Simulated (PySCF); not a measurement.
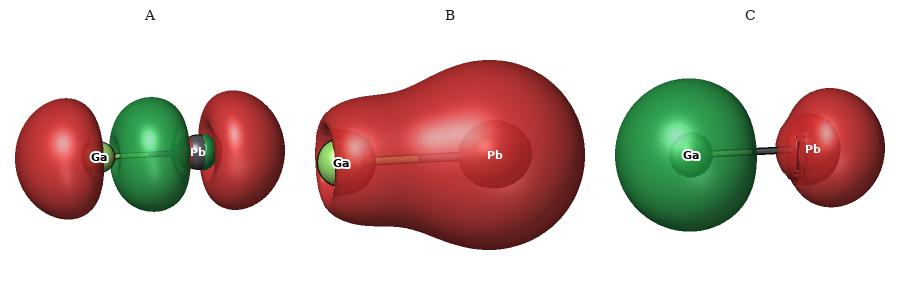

Figure 1: GaPb (quartet). Three frontier β-spin orbitals, each drawn at the value that holds 80 % of its norm (green and red are the two phases), in no order; of a degenerate pair one member is drawn.

Core potentials replace the inner electrons of Pb.

All numbers below come from PBE0/cc-pVDZ(-PP), non-relativistic Hamiltonian with scalar-relativistic core potentials where named, at a bond length of 2.743 Å in PySCF.

> Label each orbital by symmetry, say whether it is occupied, and order them by energy.

Orbital B: σ, occupied in this spin, −12.51 eV; mainly on Pb (80 %).
Orbital C: σ, occupied in this spin, −9.03 eV; mainly on Ga (75 %).
Orbital A: σ, empty in this spin, −2.49 eV; shared between the atoms (Ga 50 %, Pb 50 %).
